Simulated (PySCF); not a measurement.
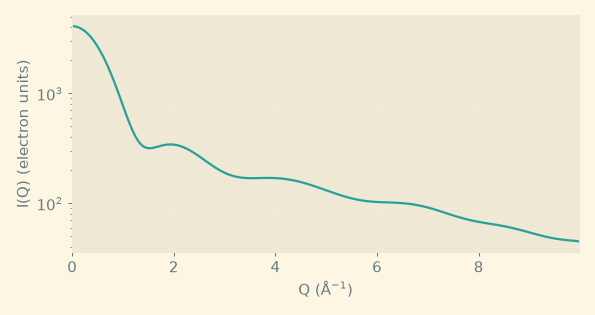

Elastic X-ray scattering of a randomly oriented, rigid molecule, calculated with the Debye equation from neutral-atom form factors (independent atoms, no Compton part, no vibration). The geometry is the end point of an optimisation (PBE0-D3(BJ)/def2-SVP geometry optimisation, gas phase (PySCF 2.14.0, density-fitted response routines)); it may be a saddle point or a higher isomer. It contains C, N, B, P, H.

Q: How many electrons does the independent-atom model of the molecule hold?

A: I(0) is the square of the electron number: I(0) = 4090, so about 64 electrons, the count of CH11B2NP2.

Q: What radius of gyration does the initial fall-off give?

A: From I(Q) ≈ I(0) exp(−Q²R²/3) at small Q, R ≈ 2.27 Å. It is larger than the electron-weighted radius of the nuclear positions alone (2.12 Å), because each atom's electron cloud adds to it.
